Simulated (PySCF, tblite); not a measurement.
# C₂H₇NSi, a small gas-phase stand-in for a defect centre: NMR shifts, core binding energies and electronic excitations, part 2 of 2

tblite 0.8.0 and PySCF 2.14.0. Atoms count from 0, parts from 1.

## 5. X-ray photoelectron lines: SCAN, X2C

Job settings and geometry (Å):

```
{"job": {"kind": "xps", "holes": 5}, "charge": 0, "multiplicity": 1}
C     -0.204433    -1.166529     0.472250
C      0.622116    -0.281056    -0.369109
Si     0.624862     1.411157     0.495248
N     -1.326908    -1.509387    -0.102014
H      0.319108    -0.166896    -1.437346
H      1.681435    -0.587317    -0.327677
H      1.290464     1.323015     1.825404
H     -0.772128     1.913938     0.665853
H      1.370306     2.384251    -0.363903
H     -1.597954    -1.240886    -1.059926
H     -2.005620    -2.082604     0.390242
```

With the program's defaults for keys left out, this is: delta-SCF UKS SCAN, pcX-2 on the ionised atom, pcseg-1 elsewhere, spin-free X2C.

What it wrote:

```text
ground state, core basis on atom 0 (C), 126 functions
  cycle   1  E = -425.05675816  |g| = 4.30e-01
  cycle   2  E = -424.99283981  |g| = 6.21e-01
  cycle   3  E = -425.10719044  |g| = 1.10e-01
  cycle   4  E = -425.10954013  |g| = 5.04e-02
  cycle   5  E = -425.11012020  |g| = 9.15e-03
  cycle   6  E = -425.11014040  |g| = 3.74e-03
  cycle   7  E = -425.11014368  |g| = 9.55e-04
  cycle   8  E = -425.11014345  |g| = 1.95e-04
  E(ground) = -425.14907625 Eh
hole in C 1s of atom 0
  cycle   1  E = -413.85074889  |g| = 1.49e+00
  cycle   2  E = -411.48606336  |g| = 2.27e+00
  cycle   3  E = -414.17087040  |g| = 6.04e-01
  cycle   4  E = -414.31682800  |g| = 4.50e-01
  cycle   5  E = -414.38866271  |g| = 2.40e-01
  cycle   6  E = -414.41625222  |g| = 4.59e-02
  cycle   7  E = -414.41743708  |g| = 1.88e-02
  cycle   8  E = -414.41771635  |g| = 9.78e-03
  cycle   9  E = -414.41785428  |g| = 5.53e-03
  cycle  10  E = -414.41793572  |g| = 2.78e-03
  cycle  11  E = -414.41795566  |g| = 1.03e-03
  cycle  12  E = -414.41795475  |g| = 2.80e-04
  E(ion) = -414.45570493 Eh   <S^2> = 0.8229   hole on atom = 1.000   binding energy = 290.981 eV
ground state, core basis on atom 1 (C), 126 functions
  cycle   1  E = -425.10869382  |g| = 5.97e-02
  cycle   2  E = -425.10853142  |g| = 3.38e-02
  cycle   3  E = -425.10856188  |g| = 3.21e-02
  cycle   4  E = -425.10881668  |g| = 6.42e-03
  cycle   5  E = -425.10882840  |g| = 8.07e-04
  cycle   6  E = -425.10882948  |g| = 1.34e-04
  E(ground) = -425.14734163 Eh
hole in C 1s of atom 1
  cycle   1  E = -413.86604947  |g| = 1.51e+00
  cycle   2  E = -413.02037086  |g| = 1.92e+00
  cycle   3  E = -414.35843290  |g| = 4.25e-01
  cycle   4  E = -414.38041976  |g| = 3.51e-01
  cycle   5  E = -414.43824347  |g| = 6.89e-02
  cycle   6  E = -414.44013251  |g| = 2.10e-02
  cycle   7  E = -414.44036536  |g| = 6.80e-03
  cycle   8  E = -414.44039557  |g| = 1.63e-03
  cycle   9  E = -414.44039800  |g| = 8.56e-04
  cycle  10  E = -414.44039803  |g| = 3.65e-04
  E(ion) = -414.47726038 Eh   <S^2> = 0.7693   hole on atom = 1.000   binding energy = 290.348 eV
ground state, core basis on atom 2 (Si), 137 functions
  cycle   1  E = -425.20111599  |g| = 2.87e-01
  cycle   2  E = -425.20117717  |g| = 3.76e-02
  cycle   3  E = -425.20114337  |g| = 2.94e-02
  cycle   4  E = -425.20128187  |g| = 8.42e-03
  cycle   5  E = -425.20130055  |g| = 1.32e-03
  cycle   6  E = -425.20130118  |g| = 3.96e-04
  E(ground) = -425.19810234 Eh
hole in Si 2p of atom 2
  cycle   1  E = -420.93822374  |g| = 1.23e+00
  cycle   2  E = -420.02176135  |g| = 1.45e+00
  cycle   3  E = -421.00052725  |g| = 6.35e-01
  cycle   4  E = -421.25422464  |g| = 1.07e-01
  cycle   5  E = -421.25578337  |g| = 1.06e-01
  cycle   6  E = -421.26087907  |g| = 4.86e-02
  cycle   7  E = -421.26194455  |g| = 8.85e-03
  cycle   8  E = -421.26197863  |g| = 3.88e-03
  cycle   9  E = -421.26198727  |g| = 9.11e-04
  cycle  10  E = -421.26198774  |g| = 3.57e-04
  E(ion) = -421.27004305 Eh   <S^2> = 0.7523   hole on atom = 1.002   binding energy = 106.888 eV
  2p3/2 = 106.672 eV   2p1/2 = 107.295 eV
ground state, core basis on atom 3 (N), 126 functions
  cycle   1  E = -425.12059820  |g| = 7.44e-02
  cycle   2  E = -425.12058963  |g| = 2.15e-02
  cycle   3  E = -425.12048981  |g| = 3.08e-02
  cycle   4  E = -425.12071737  |g| = 5.97e-03
  cycle   5  E = -425.12072796  |g| = 6.63e-04
  cycle   6  E = -425.12072670  |g| = 1.52e-04
  E(ground) = -425.15709454 Eh
hole in N 1s of atom 3
  cycle   1  E = -409.48705941  |g| = 1.86e+00
  cycle   2  E = -408.54771261  |g| = 2.19e+00
  cycle   3  E = -410.07527227  |g| = 4.70e-01
  cycle   4  E = -410.10643761  |g| = 3.63e-01
  cycle   5  E = -410.18368578  |g| = 7.35e-02
  cycle   6  E = -410.18607179  |g| = 2.34e-02
  cycle   7  E = -410.18637878  |g| = 7.32e-03
  cycle   8  E = -410.18641076  |g| = 2.08e-03
  cycle   9  E = -410.18641487  |g| = 8.17e-04
  cycle  10  E = -410.18641508  |g| = 2.83e-04
  E(ion) = -410.22168867 Eh   <S^2> = 0.7655   hole on atom = 1.000   binding energy = 406.413 eV
```

Run time: 21 s. Hardware: 1 thread of Arm Neoverse V1, shared host; peak memory 0.51 GiB.

Binding energies by hole, beside the orbital energy of the ground state; the difference holds orbital relaxation and, for a density functional, its self-interaction error:

```csv
hole,stands for,environment,ΔSCF (eV; 2p as the shell's mean),−ε (eV),⟨S²⟩
C1s on C0,C0,"carbon bonded to C, N",290.98,274.0,0.823
C1s on C1,C1,"carbon bonded to C, Si, 2 H",290.35,273.6,0.769
Si2p on Si2,Si2,"silicon bonded to C, 3 H",106.88,96.1,0.752
N1s on N3,N3,"nitrogen bonded to C, 2 H",406.41,387.3,0.766
```

With the spin-orbit splitting: Si2 2p3/2 106.67, 2p1/2 107.29 eV. The table gives each 2p level as the mean over the whole 2p shell (two parts 2p3/2, one part 2p1/2), which differs a little from the single hole in the log.

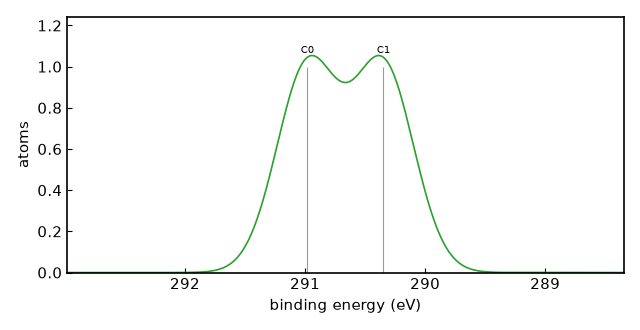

The C1s photoelectron lines, weighted by the number of atoms. Lines are broadened to a width of 0.60 eV (Gaussian).

## 6. TDDFT and polarisability: CAM-B3LYP/def2-SVPD

The job, as its differences from that of step 5:

```diff
@@ -1,2 +1,2 @@
-{"job": {"kind": "xps", "holes": 5}, "charge": 0, "multiplicity": 1}
+{"job": {"kind": "uv", "xc": "CAM-B3LYP", "basis": "def2-SVPD", "nstates": 6, "ntriplets": 2, "ip": true}, "charge": 0, "multiplicity": 1}
 C     -0.204433    -1.166529     0.472250
```

With the program's defaults for keys left out, this is: TDDFT CAM-B3LYP/def2-SVPD, vertical, gas phase, core orbitals frozen in the response.

What it wrote:

```text
coarse grid: 9200 points
cycle   1  E = -424.2597074775  dE =  2.090e-01  |g| = 2.794e-01  |ddm| = 3.828e+00
cycle   2  E = -424.2723138927  dE = -1.261e-02  |g| = 2.179e-01  |ddm| = 9.387e-01
cycle   3  E = -424.2851406227  dE = -1.283e-02  |g| = 4.480e-02  |ddm| = 3.758e-01
cycle   4  E = -424.2856366251  dE = -4.960e-04  |g| = 1.954e-02  |ddm| = 1.064e-01
cycle   5  E = -424.2857169742  dE = -8.035e-05  |g| = 5.199e-03  |ddm| = 2.868e-02
cycle   6  E = -424.2857243779  dE = -7.404e-06  |g| = 8.529e-04  |ddm| = 1.244e-02
final grid: 82944 points
cycle   7  E = -424.3440304213  dE = -1.458e-05  |g| = 3.185e-03  |ddm| = 3.364e-02
cycle   8  E = -424.3440302458  dE =  1.755e-07  |g| = 3.567e-03  |ddm| = 7.449e-03
cycle   9  E = -424.3440328679  dE = -2.622e-06  |g| = 2.769e-04  |ddm| = 3.109e-03
cycle  10  E = -424.3440328861  dE = -1.818e-08  |g| = 1.768e-04  |ddm| = 5.225e-04
cycle  11  E = -424.3440328941  dE = -8.038e-09  |g| = 2.064e-05  |ddm| = 3.126e-04
cycle  12  E = -424.3440328943  dE = -1.733e-10  |g| = 7.472e-06  |ddm| = 6.256e-05
converged SCF energy = -424.3440328943

Static polarisability (au): isotropic 65.225, principal 56.135 62.212 77.328

Singlet excitations
state   eV       nm        f      main configurations
  1   3.7273    332.6   0.00918   H->L 0.92
  2   5.6269    220.3   0.01916   H->L+1 0.86
  3   6.3058    196.6   0.01953   H->L+3 0.66, H->L+2 0.17, H->L+1 0.09
  4   6.5221    190.1   0.00460   H->L+2 0.57, H->L+3 0.26
  5   6.5972    187.9   0.15494   H->L+4 0.72, H->L+2 0.12, H->L+5 0.11
  6   7.1620    173.1   0.01203   H->L+5 0.58, H->L+6 0.16, H->L+4 0.12

Triplet excitations (Tamm-Dancoff, eV): 2.3931 5.3052
Vertical ionisation energy (delta-SCF) = 8.1123 eV
```

Run time: 23 s. Hardware: 1 thread of Arm Neoverse V1, shared host; peak memory 0.7 GiB.

The orbitals next to the gap, with their largest atomic shares:

```csv
orbital,eV,atoms
HOMO−3,-10.89,"Si2 40 %, H8 26 %, H6 21 %"
HOMO−2,-10.81,"Si2 38 %, H7 30 %, H6 14 %"
HOMO−1,-10.08,"C1 29 %, N3 26 %, Si2 19 %"
HOMO,-7.27,"C0 64 %, N3 13 %, C1 12 %"
LUMO,0.77,"C0 38 %, N3 20 %, Si2 14 %"
LUMO+1,1.22,"Si2 22 %, H9 16 %, N3 11 %"
LUMO+2,1.68,"Si2 43 %, H6 11 %, H7 10 %"
```

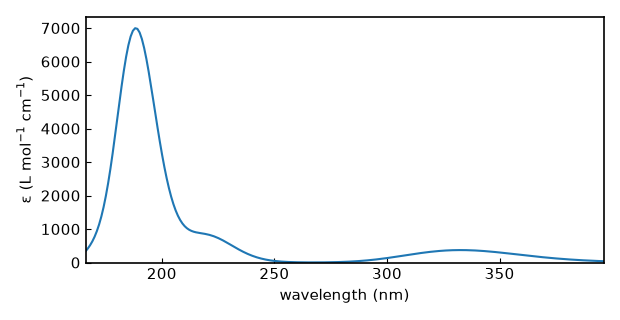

Absorption spectrum: each of the 6 states is a Gaussian band of 0.4 eV half-width at 1/e. Beyond the last state computed it falls off for lack of states.

Ground-state properties from the same run:

```csv
property,computed
dipole moment (D),2.84
polarisability (Å³),9.67
HOMO–LUMO gap (eV),8.03
−ε(HOMO) (eV),7.27
```

## 7. What came out

What follows sums up all 2 parts.

```
                                quantity                                         value
                             point group                                            C1
    rotational constants (main isotopes)                         16.35, 2.92, 2.78 GHz
  ¹³C shifts against TMS (PBE0/pcSseg-2)                               356.7, 46.5 ppm
   ¹H shifts against TMS (PBE0/pcSseg-2)  8.59, 7.97, 4.45, 4.11, 3.75, 3.32, 2.09 ppm
 ²⁹Si shifts against TMS (PBE0/pcSseg-2)                                     -68.3 ppm
  ¹⁵N shifts against NH3 (PBE0/pcSseg-2)                                     185.4 ppm
        C1s binding energies, SCAN/pcX-2                       C0 290.98, C1 290.35 eV
       Si2p binding energies, SCAN/pcX-2                                 Si2 106.88 eV
        N1s binding energies, SCAN/pcX-2                                  N3 406.41 eV
    lowest singlet (CAM-B3LYP/def2-SVPD)                   3.73 eV (333 nm), f = 0.009
brightest single state of those computed                   state 5, 6.60 eV, f = 0.155
                          lowest triplet                                       2.39 eV
       vertical ionisation energy (ΔSCF)                                       8.11 eV
```

**Reading.** The start of the PBE0/def2-SVP relaxation was shaken at random by about 0.01 Å, so part of the energy gained, and of the first lengths quoted, undoes that. Over 9 steps the energy fell by 0.105 eV; of the close pairs, Si2–H7 changed most, 1.436 to 1.494 Å (PBE0/def2-SVP). No frequency check was run at this level, so the end point may be a saddle. Hydrogens of an XH3 group are listed apart at this fixed geometry; free rotation makes them one line at their mean. At PBE0/pcSseg-2: The widest tensor belongs to C0: span 761 ppm, with a paramagnetic part of -427 ppm. At SCAN/pcX-2: C0 (carbon bonded to C, N) binds its C1s electron 0.63 eV more tightly than C1 (carbon bonded to C, Si, 2 H). The lowest singlet, at 3.73 eV, is HOMO→LUMO 0.92 and is weak; of the 6 states computed, the strongest absorption comes from state 5 at 6.60 eV. The lowest triplet lies 1.33 eV below the lowest singlet (triplets in Tamm-Dancoff, singlets in full TDDFT). The orbital energy would give 7.27 eV for ionisation, ΔSCF gives 8.11 eV. A capped cluster stands for the solid here, so long-range fields and strain are missing, and bands or shifts of the capping hydrogens have no counterpart in it.
